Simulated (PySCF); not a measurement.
**[Lu(SH)4]−: how settings move a single point**

Aim: repeat the single point on relaxed [Lu(SH)4]− with altered settings, some of them bad on purpose. The structure is generated, not taken from experiment.

Computed with PySCF 2.14.0. Level: TPSS, Lu lcecp-1-SVP with ECP60, S def2-SVP, H def2-SVP; scalar-relativistic core potentials, no spin–orbit coupling.

3 further runs of the same task are left out: 1 for a known fault of the program, 1 that didn't finish, 1 set aside as unsound or not needed.

## (1) Starting geometry

9 atoms, charge -1, spin multiplicity 1.

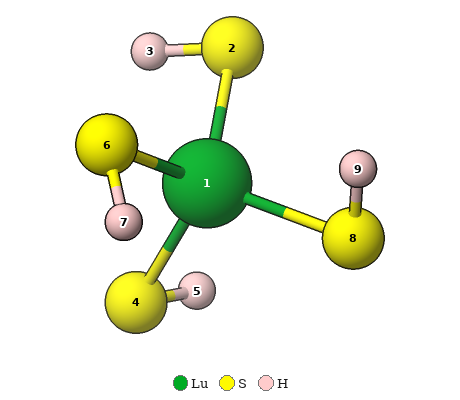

The geometry (lutetium green, sulfur yellow, hydrogen pink); atoms are numbered from 1 in the order of the file.

As a file:

| atom | x (Å) | y (Å) | z (Å) |
| --- | --- | --- | --- |
| Lu1 | 0.0000 | 0.0000 | 0.0000 |
| S2 | 1.4287 | 1.5728 | 1.5177 |
| H3 | 1.8517 | 0.4996 | 2.2400 |
| S4 | -1.4287 | -1.5728 | 1.5177 |
| H5 | -1.8517 | -0.4996 | 2.2400 |
| S6 | 1.5727 | -1.4287 | -1.5176 |
| H7 | 0.4996 | -1.8516 | -2.2400 |
| S8 | -1.5727 | 1.4287 | -1.5176 |
| H9 | -0.4996 | 1.8516 | -2.2400 |

Formal oxidation states: Lu +3. Each metal's 14 4f electrons lie in its core potential, so multiplicities, spins and levels count the valence alone. An earlier session relaxed this geometry at TPSS, Lu lcecp-1-SVP with ECP60, S def2-SVP, H def2-SVP (singlet, point group S4).

The sound run used a (50, 194) grid (finer on f atoms), a threshold of 1e-8 and at most 55 cycles, and ended at -1635.069731 Eh.

## (2) Try 1

run.py (the lines that set the calculation)

```python
mol = gto.M(atom='''
Lu     0.00000     0.00000     0.00002
S      1.42867     1.57275     1.51766
H      1.85165     0.49961     2.23999
S     -1.42867    -1.57275     1.51766
H     -1.85165    -0.49961     2.23999
S      1.57274    -1.42867    -1.51761
H      0.49957    -1.85158    -2.24004
S     -1.57274     1.42867    -1.51761
H     -0.49957     1.85158    -2.24004''',
    basis={'Lu': 'lcecp-1-SVP', 'S': 'def2-SVP', 'H': 'def2-SVP'},
    ecp={'Lu': 'lcecp-1-SVP'},
    charge=-1, spin=0)
mf = dft.RKS(mol, xc='TPSS')
mf.grids.atom_grid = (50, 194)  # f atoms: unpruned, at least (60, 302)
mf = mf.density_fit()  # fitting sets: Lu AutoAux, S def2-universal-JKFIT, H def2-universal-JKFIT
mf.conv_tol = 0.001; mf.max_cycle = 55
mf.kernel(dm0)  # dm0: free metal ions and neutral atoms
```

Started as:

```console
$ OMP_NUM_THREADS=2 python run.py
```

What it wrote:

```text
init E= -1662.01364737509
  HOMO = -0.0303384432371404  LUMO = 0.0827934531587807  gap/eV = 3.07848
cycle= 1 E= -1634.47535493716  delta_E= 27.5  |g|= 1.74  |ddm|= 4.14
  HOMO = -0.161542832240121  LUMO = 0.0993760792670933  gap/eV = 7.09997
cycle= 2 E= -1634.11698606979  delta_E= 0.358  |g|= 1.67  |ddm|= 4.37
  HOMO = -0.0665210105096622  LUMO = 0.078300080397598  gap/eV = 3.94078
cycle= 3 E= -1634.9953297984  delta_E= -0.878  |g|= 0.456  |ddm|=  3.1
  HOMO = -0.0622128162705183  LUMO = 0.110500934928349  gap/eV = 4.69978
cycle= 4 E= -1635.06252737596  delta_E= -0.0672  |g|= 0.135  |ddm|= 0.84
  HOMO = -0.0755901875245026  LUMO = 0.0998601745648253  gap/eV = 4.77425
cycle= 5 E= -1635.06936205133  delta_E= -0.00683  |g|= 0.031  |ddm|= 0.283
  HOMO = -0.0727469419309051  LUMO = 0.101615764141705  gap/eV = 4.74465
cycle= 6 E= -1635.06970216791  delta_E= -0.00034  |g|= 0.00888  |ddm|= 0.0602
  HOMO = -0.072605179782022  LUMO = 0.10195691263641  gap/eV = 4.75008
Extra cycle  E= -1635.06969721096  delta_E= 4.96e-06  |g|= 0.00957  |ddm|= 0.0256
converged SCF energy = -1635.06969721096
```

Wall time 8.8 s (2 threads of Arm Neoverse V1, shared host).

Changed: the SCF threshold (0.001). It converges in 6 cycles, +0.001 eV from the sound run, with a largest force component of 0.03 eV/Å. The result survives the change.

## (3) Try 2

Changes to run.py (the lines that set the calculation) since step 2:

```diff
@@ -16,3 +16,3 @@
 mf = mf.density_fit()  # fitting sets: Lu AutoAux, S def2-universal-JKFIT, H def2-universal-JKFIT
-mf.conv_tol = 0.001; mf.max_cycle = 55
-mf.kernel(dm0)  # dm0: free metal ions and neutral atoms
+mf.conv_tol = 1e-08; mf.max_cycle = 55
+mf.kernel(dm0)  # dm0: smeared density
```

Started as:

```console
$ OMP_NUM_THREADS=2 python run.py
```

What it wrote:

```text
init E= -1634.97687475088
  HOMO = -0.0776339601500387  LUMO = 0.0999339265174984  gap/eV = 4.83187
cycle= 1 E= -1635.06794984346  delta_E= -0.0911  |g|= 0.0697  |ddm|= 0.476
  HOMO = -0.0693544728428122  LUMO = 0.0950732146073316  gap/eV = 4.47431
cycle= 2 E= -1635.06222649687  delta_E= 0.00572  |g|= 0.143  |ddm|= 0.321
  HOMO = -0.0716597870941246  LUMO = 0.102436927951671  gap/eV = 4.73741
cycle= 3 E= -1635.06970159803  delta_E= -0.00748  |g|= 0.00921  |ddm|= 0.221
  HOMO = -0.0726104752348652  LUMO = 0.101808932433027  gap/eV = 4.74619
cycle= 4 E= -1635.069730536  delta_E= -2.89e-05  |g|= 0.00144  |ddm|= 0.0157
  HOMO = -0.0725383346155403  LUMO = 0.101877421853994  gap/eV = 4.74609
cycle= 5 E= -1635.06973119323  delta_E= -6.57e-07  |g|= 0.000462  |ddm|= 0.00289
  HOMO = -0.072536753091014  LUMO = 0.101885550343617  gap/eV = 4.74627
cycle= 6 E= -1635.06973126903  delta_E= -7.58e-08  |g|= 5.08e-05  |ddm|= 0.000706
  HOMO = -0.0725388169723126  LUMO = 0.10188398565857  gap/eV = 4.74629
cycle= 7 E= -1635.06973126999  delta_E= -9.62e-10  |g|= 7.87e-06  |ddm|= 8.36e-05
  HOMO = -0.0725375876705968  LUMO = 0.101884268503351  gap/eV = 4.74626
Extra cycle  E= -1635.06973126999  delta_E= 2.96e-12  |g|= 8.42e-06  |ddm|= 2.38e-05
converged SCF energy = -1635.06973126999
```

Wall time 9.5 s (2 threads of Arm Neoverse V1, shared host).

Changed: the starting guess (smeared density). It converges in 7 cycles, at the sound run's energy within 0.001 eV, with a largest force component of 0.00 eV/Å. The result survives the change.

## (4) Try 3

Changes to run.py (the lines that set the calculation) since step 3:

```diff
@@ -12,7 +12,7 @@
     ecp={'Lu': 'lcecp-1-SVP'},
-    charge=-1, spin=0)
-mf = dft.RKS(mol, xc='TPSS')
+    charge=-1, spin=8)
+mf = dft.UKS(mol, xc='TPSS')
 mf.grids.atom_grid = (50, 194)  # f atoms: unpruned, at least (60, 302)
 mf = mf.density_fit()  # fitting sets: Lu AutoAux, S def2-universal-JKFIT, H def2-universal-JKFIT
-mf.conv_tol = 1e-08; mf.max_cycle = 55
-mf.kernel(dm0)  # dm0: smeared density
+mf.conv_tol = 1e-08; mf.max_cycle = 100
+mf.kernel(dm0)  # dm0: free metal ions and neutral atoms
```

Started as:

```console
$ OMP_NUM_THREADS=2 python run.py
```

What it wrote:

```text
init E= -1662.30121142709
cycle= 1 E= -1632.81827965484  delta_E= 29.5  |g|=  1.7  |ddm|= 4.05
cycle= 2 E= -1627.40114821054  delta_E= 5.42  |g|= 2.81  |ddm|= 6.58
cycle= 3 E= -1634.19701167996  delta_E= -6.8  |g|= 0.448  |ddm|= 5.38
cycle= 4 E= -1634.13276591724  delta_E= 0.0642  |g|= 0.49  |ddm|=  4.6
cycle= 5 E= -1634.36186770489  delta_E= -0.229  |g|= 0.0536  |ddm|=  2.9
cycle= 6 E= -1634.36390057045  delta_E= -0.00203  |g|= 0.0264  |ddm|= 0.245
cycle= 7 E= -1634.36452985332  delta_E= -0.000629  |g|= 0.00693  |ddm|= 0.111
cycle= 8 E= -1634.36460775153  delta_E= -7.79e-05  |g|= 0.00297  |ddm|= 0.0369
cycle= 9 E= -1634.36464616563  delta_E= -3.84e-05  |g|= 0.00174  |ddm|= 0.0369
cycle= 10 E= -1634.36465478136  delta_E= -8.62e-06  |g|= 0.000648  |ddm|= 0.0148
cycle= 11 E= -1634.36465518966  delta_E= -4.08e-07  |g|= 0.000898  |ddm|= 0.0112
cycle= 12 E= -1634.36465620373  delta_E= -1.01e-06  |g|= 0.000228  |ddm|= 0.00771
cycle= 13 E= -1634.3646563001  delta_E= -9.64e-08  |g|= 7.98e-05  |ddm|= 0.00239
cycle= 14 E= -1634.36465632276  delta_E= -2.27e-08  |g|= 2.19e-05  |ddm|= 0.00194
cycle= 15 E= -1634.36465632382  delta_E= -1.06e-09  |g|= 1.45e-05  |ddm|= 0.000431
Extra cycle  E= -1634.36465632294  delta_E= 8.83e-10  |g|= 3.42e-05  |ddm|= 0.000259
converged SCF energy = -1634.36465632294  <S^2> = 20.014076  2S+1 = 9.0031276
```

It took 21 s on 2 threads of Arm Neoverse V1, shared host.

Changed: the spin (8 unpaired electrons); the cycle limit is 100. It converges in 15 cycles, +19.186 eV from the sound run, with a largest force component of 2.89 eV/Å. The setting is unsound, so these numbers aren't the compound's.

## (5) Try 4

Changes to run.py (the lines that set the calculation) since step 4:

```diff
@@ -12,7 +12,7 @@
     ecp={'Lu': 'lcecp-1-SVP'},
-    charge=-1, spin=8)
-mf = dft.UKS(mol, xc='TPSS')
-mf.grids.atom_grid = (50, 194)  # f atoms: unpruned, at least (60, 302)
+    charge=-1, spin=0)
+mf = dft.RKS(mol, xc='TPSS')
+mf.grids.atom_grid = (30, 86)  # f atoms: unpruned
 mf = mf.density_fit()  # fitting sets: Lu AutoAux, S def2-universal-JKFIT, H def2-universal-JKFIT
-mf.conv_tol = 1e-08; mf.max_cycle = 100
+mf.conv_tol = 1e-08; mf.max_cycle = 55
 mf.kernel(dm0)  # dm0: free metal ions and neutral atoms
```

Started as:

```console
$ OMP_NUM_THREADS=2 python run.py
```

What it wrote:

```text
init E= -1662.01327162739
  HOMO = -0.0303877932908891  LUMO = 0.0829408303541331  gap/eV = 3.08383
cycle= 1 E= -1634.47257704991  delta_E= 27.5  |g|= 1.74  |ddm|= 4.15
  HOMO = -0.161472973231271  LUMO = 0.0993279684645064  gap/eV = 7.09676
cycle= 2 E= -1634.11511374409  delta_E= 0.357  |g|= 1.67  |ddm|= 4.38
  HOMO = -0.0669168281823238  LUMO = 0.0781355972122519  gap/eV = 3.94708
cycle= 3 E= -1634.99460744675  delta_E= -0.879  |g|= 0.456  |ddm|=  3.1
  HOMO = -0.0622644756780601  LUMO = 0.110846060013943  gap/eV = 4.71058
cycle= 4 E= -1635.06173556551  delta_E= -0.0671  |g|= 0.136  |ddm|= 0.844
  HOMO = -0.07575839002651  LUMO = 0.100062167921937  gap/eV = 4.78432
cycle= 5 E= -1635.06866686577  delta_E= -0.00693  |g|= 0.0308  |ddm|= 0.284
  HOMO = -0.0729705750336867  LUMO = 0.101749208488936  gap/eV = 4.75437
cycle= 6 E= -1635.06900392017  delta_E= -0.000337  |g|= 0.00888  |ddm|= 0.0599
  HOMO = -0.0727850749807154  LUMO = 0.101967589367756  gap/eV = 4.75526
cycle= 7 E= -1635.06903287215  delta_E= -2.9e-05  |g|= 0.00072  |ddm|= 0.0124
  HOMO = -0.0727578673655148  LUMO = 0.102024021544631  gap/eV = 4.75606
cycle= 8 E= -1635.06903306255  delta_E= -1.9e-07  |g|= 0.000127  |ddm|= 0.00119
  HOMO = -0.0727629373756182  LUMO = 0.102019465767842  gap/eV = 4.75607
cycle= 9 E= -1635.06903306798  delta_E= -5.43e-09  |g|= 3.1e-05  |ddm|= 0.000229
  HOMO = -0.0727655841921836  LUMO = 0.102016304086029  gap/eV = 4.75606
Extra cycle  E= -1635.0690330677  delta_E= 2.74e-10  |g|= 4.1e-05  |ddm|= 0.000112
converged SCF energy = -1635.0690330677
```

It took 7 s on 2 threads of Arm Neoverse V1, shared host.

Changed: the integration grid, to (30, 86). It converges in 9 cycles, +0.019 eV from the sound run, with a largest force component of 0.16 eV/Å. The setting is unsound, so these numbers aren't the compound's.

## (6) Try 5

run.py (the lines that set the calculation)

```python
mol = gto.M(atom='''
Lu     0.00000     0.00000     0.00002
S      1.60011     1.76148     1.69978
H      2.07384     0.55956     2.50879
S     -1.60011    -1.76148     1.69978
H     -2.07384    -0.55956     2.50879
S      1.76147    -1.60012    -1.69972
H      0.55951    -2.07377    -2.50885
S     -1.76147     1.60012    -1.69972
H     -0.55951     2.07377    -2.50885''',
    basis={'Lu': 'lcecp-1-SVP', 'S': 'def2-SVP', 'H': 'def2-SVP'},
    ecp={'Lu': 'lcecp-1-SVP'},
    charge=-1, spin=0)
mf = dft.RKS(mol, xc='TPSS')
mf.grids.atom_grid = (50, 194)  # f atoms: unpruned, at least (60, 302)
mf = mf.density_fit()  # fitting sets: Lu AutoAux, S def2-universal-JKFIT, H def2-universal-JKFIT
mf.conv_tol = 1e-08; mf.max_cycle = 55
mf.kernel(dm0)  # dm0: free metal ions and neutral atoms
```

Started as:

```console
$ OMP_NUM_THREADS=2 python run.py
```

What it wrote:

```text
init E= -1661.5264074074
  HOMO = -0.0245508097952924  LUMO = 0.0521583874050547  gap/eV = 2.08736
cycle= 1 E= -1634.1971851515  delta_E= 27.3  |g|=  1.9  |ddm|=  4.1
  HOMO = -0.199115680843855  LUMO = 0.0526169965692962  gap/eV = 6.85000
cycle= 2 E= -1633.59700198116  delta_E=  0.6  |g|= 1.96  |ddm|= 4.96
  HOMO = -0.0575504885016245  LUMO = 0.0584088707840889  gap/eV = 3.15541
cycle= 3 E= -1634.91915685768  delta_E= -1.32  |g|= 0.426  |ddm|= 3.49
  HOMO = -0.0722069108156685  LUMO = 0.0734895468868933  gap/eV = 3.96460
cycle= 4 E= -1634.98136389272  delta_E= -0.0622  |g|= 0.129  |ddm|= 0.764
  HOMO = -0.0756836481063813  LUMO = 0.0620334523851855  gap/eV = 3.74747
cycle= 5 E= -1634.98811939701  delta_E= -0.00676  |g|= 0.0233  |ddm|= 0.219
  HOMO = -0.0745271669563592  LUMO = 0.0641998636802494  gap/eV = 3.77495
cycle= 6 E= -1634.98830960549  delta_E= -0.00019  |g|= 0.00241  |ddm|= 0.0302
  HOMO = -0.0742204117386367  LUMO = 0.0645458602247152  gap/eV = 3.77602
cycle= 7 E= -1634.98831117254  delta_E= -1.57e-06  |g|= 0.00102  |ddm|= 0.00453
  HOMO = -0.0742908657302437  LUMO = 0.0643939417758084  gap/eV = 3.77381
cycle= 8 E= -1634.98831155087  delta_E= -3.78e-07  |g|= 0.000312  |ddm|= 0.00218
  HOMO = -0.0742831477853251  LUMO = 0.0644512301067859  gap/eV = 3.77515
cycle= 9 E= -1634.98831159423  delta_E= -4.34e-08  |g|= 9.89e-05  |ddm|= 0.000771
  HOMO = -0.074283613348518  LUMO = 0.0644380702057046  gap/eV = 3.77481
cycle= 10 E= -1634.98831159866  delta_E= -4.43e-09  |g|= 7.36e-06  |ddm|= 0.000176
  HOMO = -0.0742838623289715  LUMO = 0.0644373299979995  gap/eV = 3.77480
Extra cycle  E= -1634.98831159861  delta_E= 5.43e-11  |g|= 1.38e-05  |ddm|= 3.24e-05
converged SCF energy = -1634.98831159861
```

It took 10 s on 2 threads of Arm Neoverse V1, shared host.

Changed: the scale of all coordinates (1.12). It converges in 10 cycles, +2.216 eV from the sound run, with a largest force component of 3.04 eV/Å. The setting is unsound, so these numbers aren't the compound's.

## (7) Side by side

| run | changed | ending | energy change (eV) | cycles | time | usable |
| --- | --- | --- | --- | --- | --- | --- |
| 1 | the SCF threshold | converged | +0.001 | 6 | 8.8 s | yes |
| 2 | the starting guess | converged | 0.000 | 7 | 9.5 s | yes |
| 3 | the spin | converged | +19.186 | 15 | 21 s | no |
| 4 | the integration grid | converged | +0.019 | 9 | 7 s | no |
| 5 | the scale of all coordinates | converged | +2.216 | 10 | 10 s | no |

2 of 5 altered runs give a usable result. 3 ended normally with numbers unfit to quote.
